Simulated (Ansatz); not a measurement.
# SiO2 (silicon dioxide molecule): r2SCAN0/cc-pVTZ

Aim: the energy change on altering one bond length of SiO2 (silicon dioxide molecule) at r2SCAN0/cc-pVTZ, from 2 runs. 

The calculation is run with Ansatz 0.2.0.

49 further runs of the same task are left out: 10 that didn't finish, 39 set aside as unsound or not needed.

## 1. The system as given

SiO2 has 3 atoms, charge 0, and is taken as a singlet. As SMILES, `O=[Si]=O`. The coordinates come from a PBE0-D4/def2-TZVP relaxation.

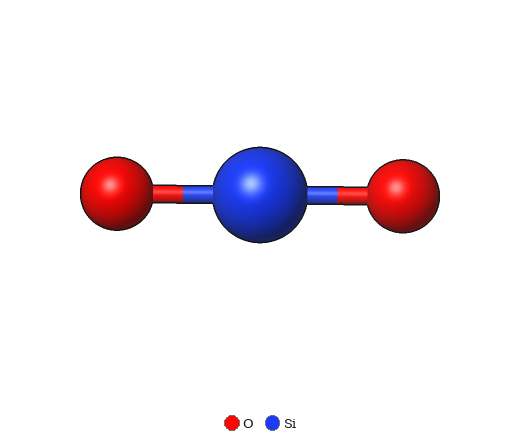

Viewed from a chosen angle; oxygen red, silicon blue.

## 2. The energy at r2SCAN0/cc-pVTZ

run.yaml reads:

```yaml
basis:
  gaussian: {orbitals: cc-pVTZ}
crystal:
  periodic: [false, false, false]
  atoms:
    - {symbol: O, position_ang: [0.697730, 1.229600, 0.518760]}
    - {symbol: Si, position_ang: [-0.000010, 0.000000, -0.000000]}
    - {symbol: O, position_ang: [-0.697730, -1.229610, -0.518760]}
hamiltonian: {xc: {name: r2SCAN0}}
accuracy: high
output: {orbitals: {seedname: orbitals}}
```

Launch:

```bash
$ ansatz run run.yaml --threads 1 --pin off --max-ram 3480MiB --events-out events.jsonl --progress --plain --runs-dir runs
```

Log:

```text
Warning: RAYON_NUM_THREADS=1 ignored (pool sized by the plan → 1); use --threads N
Functional definition: r2SCAN0
  name "r2SCAN0"
  parameter a = 0.25
  parameter k0 = 0.174
  parameter k1 = 0.065
  parameter a1 = 4.9479
  exchange = (1 - a)*r2scan_x(k0 = k0, k1 = k1, a1 = a1) + a*exact_x
  correlation = r2scan_c
1409 factors; integrals over basis functions are off by at most 3.2e-9 eV
mean field evaluation 1: about -11959.1962 eV, gradient 7.8e1 eV
mean field evaluation 2: about -11925.5161 eV, gradient 1.5e2 eV
mean field evaluation 4: about -11969.7752 eV, gradient 2.0e0 eV
mean field evaluation 8: about -11969.7849 eV, gradient 7.7e-2 eV
mean field evaluation 16: about -11969.7849 eV, gradient 2.1e-7 eV
mean field -11969.78492712 eV, -439.8814826599 hartree, gradient 1.9e-8 eV, S^2 0.000000; 0 other end points of the search recorded, 0 dependent functions left out
reference -11969.78492760 eV, -439.8814826775 hartree; 15, 15 occupied and 79, 79 virtual orbitals, 1409 factors
Total energy: -11969.78492760 eV, -439.8814826775 hartree
```

Wall time 6.6 s (1 thread of Arm Neoverse V1, shared host); peak memory 0.23 GiB.

## 3. The distorted shape

molecule.yaml reads:

```yaml
basis:
  gaussian: {orbitals: cc-pVTZ}
crystal:
  periodic: [false, false, false]
  atoms:
    - {symbol: O, position_ang: [0.907039, 1.598457, 0.674378]}
    - {symbol: Si, position_ang: [-0.000010, 0.000000, -0.000000]}
    - {symbol: O, position_ang: [-0.697730, -1.229610, -0.518760]}
hamiltonian: {xc: {name: r2SCAN0}}
accuracy: high
output: {orbitals: {seedname: orbitals}}
```

Launch:

```bash
$ ansatz run molecule.yaml --threads 1 --pin off --max-ram 3480MiB --events-out events.jsonl --progress --plain --runs-dir runs
```

Log, cut to the lines that bear on the results:

```text
Warning: RAYON_NUM_THREADS=1 ignored (pool sized by the plan → 1); use --threads N
[... 8 set-up lines as earlier in the session ...]
1391 factors; integrals over basis functions are off by at most 3.5e-9 eV
mean field evaluation 1: about -11954.5790 eV, gradient 7.9e1 eV
mean field evaluation 2: about -11862.6082 eV, gradient 1.9e2 eV
mean field evaluation 4: about -11966.6165 eV, gradient 1.2e1 eV
mean field evaluation 8: about -11966.9704 eV, gradient 2.4e-1 eV
mean field evaluation 16: about -11966.9735 eV, gradient 7.8e-5 eV
mean field -11966.97347207 eV, -439.7781635925 hartree, gradient 5.2e-9 eV, S^2 0.000000; 0 other end points of the search recorded, 0 dependent functions left out
reference -11966.97347252 eV, -439.7781636090 hartree; 15, 15 occupied and 79, 79 virtual orbitals, 1391 factors
Total energy: -11966.97347252 eV, -439.7781636090 hartree
```

It took 6.9 s on 1 thread of Arm Neoverse V1, shared host; peak memory 0.23 GiB.

## 4. What came out

At r2SCAN0/cc-pVTZ:

```
                                                          quantity          value
                                         first shape: total energy  -439.88148 Eh
                                          first shape: HOMO energy      -10.11 eV
                                          first shape: LUMO energy       -3.18 eV
                                        first shape: HOMO–LUMO gap        6.93 eV
                                     distorted shape: total energy  -439.77816 Eh
                                      distorted shape: HOMO energy       -9.08 eV
                                      distorted shape: LUMO energy       -4.37 eV
                                    distorted shape: HOMO–LUMO gap        4.71 eV
energy change with the O1–Si2 bond stretched from 1.506 to 1.958 Å       2.811 eV
```

What this shows: With the O1–Si2 bond stretched from 1.506 to 1.958 Å the energy rises by 2.81 eV (65 kcal/mol). The first shape isn't relaxed at this level, so the change isn't measured from a minimum.
